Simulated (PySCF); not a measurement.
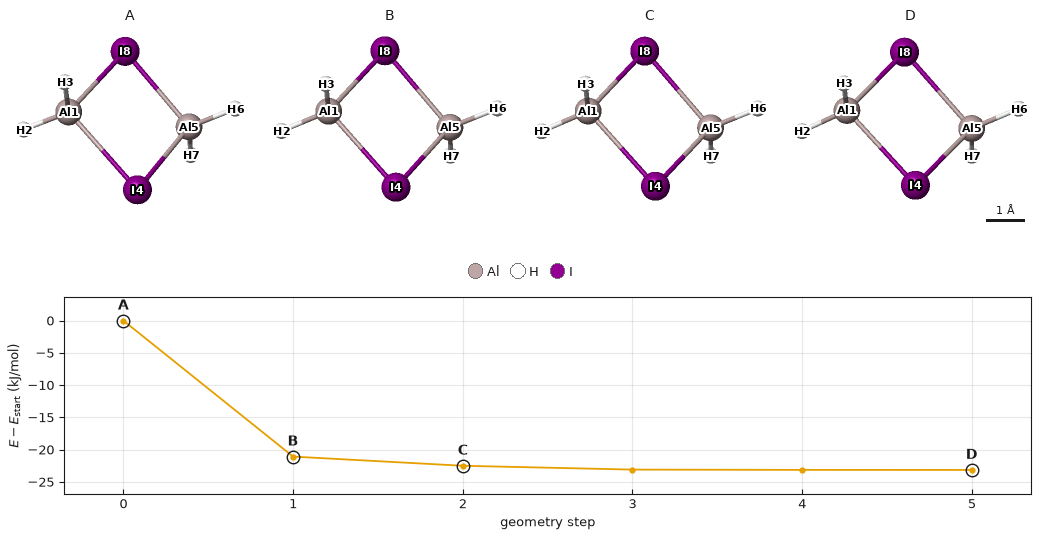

Frames of a relaxation of Al₂H₄I₂, marked on the history of the run. Style: ball-and-stick. Shown at a tilt.

The start comes from GFN2-xTB. Its atoms were then displaced at random by about 0.03 Å.

These are results of PySCF, PBE0-D3(BJ)/def2-SVP geometry optimisation, gas phase, not measurements. 

What happens along the run?

The largest move after the best rigid fit is that of I4, 0.13 Å. Largest moves by element: I 0.13 Å, Al 0.11 Å, H 0.09 Å. Among the contacts that change: Al1–H2 1.473 → 1.578 Å, Al1–H3 1.676 → 1.579 Å, Al5–I8 2.618 → 2.688 Å, Al1–I4 2.759 → 2.690 Å. Bond angles that change, for instance: Al1–I4–Al5 78.9° → 85.1°, I4–Al5–I8 100.7° → 94.9°, H2–Al1–H3 122.2° → 128.0°. After 5 geometry steps the energy has fallen by 23.1 kJ/mol. The run took 48 s on 1 thread of Arm Neoverse V1, with other jobs on the host. From step 0 to 1: I4 moves most (0.08 Å), energy −21.1 kJ/mol. From step 1 to 2: I4 moves most (0.03 Å), energy −1.42 kJ/mol. From step 2 to 5: H3 moves most (0.05 Å), energy −0.65 kJ/mol.
